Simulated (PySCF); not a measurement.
**What a change does: excited-state calculation on CH5B**

System: CH5B.
Method of run 1: TDDFT PBE0/6-31G*, vertical, gas phase, core orbitals frozen in the response (PySCF 2.14.0).

The geometry comes from this level: PBE0-D3(BJ)/def2-SVP. Text and figures count atoms from 1; the logs count them from 0 in places.

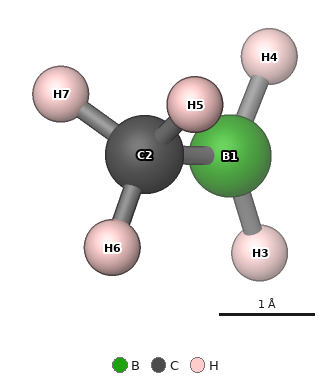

Fig. 1: The input geometry (ball-and-stick view, seen at a tilt; atoms are numbered from 1 in the order of the input). Bond lengths as drawn: B–C 1.56 Å, B–H 1.21 Å and C–H 1.10 to 1.11 Å.

**The input, run 1**
```
{"job": {"kind": "uv", "xc": "PBE0", "basis": "6-31G*"}, "charge": 0, "multiplicity": 1}
B      0.991585     0.099161    -0.076893
C     -0.553064    -0.081286    -0.021539
H      1.754640    -0.826672    -0.240876
H      1.467528     1.207736     0.044947
H     -0.935194     0.341643     0.925781
H     -0.925673    -1.108300    -0.133378
H     -1.011660     0.554701    -0.801750
```

The first line tells a small driver script what to run in PySCF; the rest is the geometry in Å.

Command:
```bash
OMP_NUM_THREADS=1 python <driver script> task.json out
```

Hardware: 1 CPU thread, shared host.

**Output (run 1)**
```
coarse grid: 5272 points
cycle   1  E = -65.8317494507  dE = -1.577e-01  |g| = 2.933e-01  |ddm| = 1.980e+00
cycle   2  E = -65.8313614087  dE =  3.880e-04  |g| = 2.985e-01  |ddm| = 5.001e-01
cycle   3  E = -65.8552454565  dE = -2.388e-02  |g| = 1.331e-02  |ddm| = 2.596e-01
cycle   4  E = -65.8552960024  dE = -5.055e-05  |g| = 5.204e-03  |ddm| = 2.232e-02
cycle   5  E = -65.8553051040  dE = -9.102e-06  |g| = 7.031e-04  |ddm| = 5.948e-03
final grid: 49280 points
cycle   6  E = -65.8404625248  dE = -7.548e-06  |g| = 4.688e-03  |ddm| = 9.809e-03
cycle   7  E = -65.8404616064  dE =  9.184e-07  |g| = 5.168e-03  |ddm| = 8.560e-03
cycle   8  E = -65.8404686054  dE = -6.999e-06  |g| = 1.438e-04  |ddm| = 4.188e-03
cycle   9  E = -65.8404686119  dE = -6.478e-09  |g| = 4.011e-05  |ddm| = 1.800e-04
cycle  10  E = -65.8404686123  dE = -4.803e-10  |g| = 6.358e-06  |ddm| = 4.247e-05
converged SCF energy = -65.8404686123

Static polarisability (au): isotropic 23.926, principal 18.410 25.190 28.178

Singlet excitations
state   eV       nm        f      main configurations
  1   5.9046    210.0   0.00039   H->L 0.99
  2   6.3182    196.2   0.00031   H-1->L 0.99
  3   8.9629    138.3   0.00415   H-3->L 0.99
  4   9.0675    136.7   0.12465   H-2->L 0.98
  5  10.8564    114.2   0.01240   H->L+1 0.99
  6  11.2386    110.3   0.06874   H-1->L+1 0.96
  7  11.3612    109.1   0.11804   H-4->L 0.91
  8  11.9463    103.8   0.07183   H-1->L+2 0.68, H->L+2 0.25
  9  11.9714    103.6   0.23370   H->L+2 0.70, H-1->L+2 0.25
 10  12.1357    102.2   0.01252   H->L+3 0.96

Triplet excitations (Tamm-Dancoff, eV): 5.1674 5.5996 8.0772 8.6491
```

The input of run 2 differs as follows (lines with − go, lines with + come):
```diff
-"basis": "6-31G*"
+"basis": "6-31+G*"
```

What does this change do to the results?

The total energy of run 2 is 1.6 kcal/mol lower, which measures the change of basis and not a stability. The HOMO goes from −8.81 to −8.95 eV. The LUMO goes from −0.89 to −1.23 eV. The dipole moment goes from 0.74 to 0.71 D. The lowest excitation goes from 5.90 to 5.79 eV. The strongest computed line goes from 11.97 to 9.52 eV. Diffuse functions give room to the loosely bound empty orbitals, which lowers the LUMO. The number of SCF iterations is the same. The basis functions go from 38 to 46.

**Output (run 2)**
```
coarse grid: 5272 points
cycle   1  E = -65.8347374115  dE = -1.493e-01  |g| = 2.896e-01  |ddm| = 1.893e+00
cycle   2  E = -65.8331618316  dE =  1.576e-03  |g| = 3.012e-01  |ddm| = 4.823e-01
cycle   3  E = -65.8577641048  dE = -2.460e-02  |g| = 1.339e-02  |ddm| = 2.488e-01
cycle   4  E = -65.8578171916  dE = -5.309e-05  |g| = 4.906e-03  |ddm| = 2.364e-02
cycle   5  E = -65.8578254234  dE = -8.232e-06  |g| = 8.282e-04  |ddm| = 6.149e-03
final grid: 49280 points
cycle   6  E = -65.8430063493  dE = -7.303e-06  |g| = 4.790e-03  |ddm| = 1.172e-02
cycle   7  E = -65.8430050339  dE =  1.315e-06  |g| = 5.393e-03  |ddm| = 8.349e-03
cycle   8  E = -65.8430127168  dE = -7.683e-06  |g| = 1.307e-04  |ddm| = 4.150e-03
cycle   9  E = -65.8430127221  dE = -5.295e-09  |g| = 4.088e-05  |ddm| = 1.723e-04
cycle  10  E = -65.8430127226  dE = -5.134e-10  |g| = 6.835e-06  |ddm| = 4.560e-05
converged SCF energy = -65.8430127226

Static polarisability (au): isotropic 26.306, principal 20.035 27.562 31.322

Singlet excitations
state   eV       nm        f      main configurations
  1   5.7917    214.1   0.00029   H->L 0.98
  2   6.2209    199.3   0.00144   H-1->L 0.98
  3   8.1390    152.3   0.00484   H->L+1 0.99
  4   8.6268    143.7   0.02760   H-1->L+1 0.97
  5   8.8248    140.5   0.00271   H-3->L 0.98
  6   8.8560    140.0   0.15813   H-2->L 0.86, H->L+3 0.10
  7   8.9457    138.6   0.07619   H->L+2 0.98
  8   9.2243    134.4   0.00823   H->L+3 0.89, H-2->L 0.10
  9   9.3814    132.2   0.00319   H->L+4 0.98
 10   9.5178    130.3   0.18449   H-1->L+2 0.98

Triplet excitations (Tamm-Dancoff, eV): 5.0980 5.5505 7.9610 8.0014
```

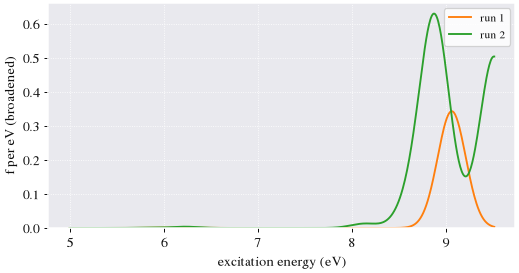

Fig. 2: Absorption of the two runs from their computed states, each broadened by a Gaussian of 0.35 eV full width; the range ends where the shorter list of states ends.

**The two runs side by side**

| quantity | run 1 | run 2 |
| --- | --- | --- |
| outcome | converged | converged |
| total energy (hartree) | −65.840469 | −65.843013 |
| HOMO (eV) | −8.81 | −8.95 |
| LUMO (eV) | −0.89 | −1.23 |
| dipole moment (D) | 0.74 | 0.71 |
| lowest excitation (eV) | 5.90 | 5.79 |
| SCF iterations | 10 | 10 |
| strongest computed line (eV) | 11.97 | 9.52 |
| basis functions | 38 | 46 |
| wall time (shared host) | 1.1 s | 1.4 s |
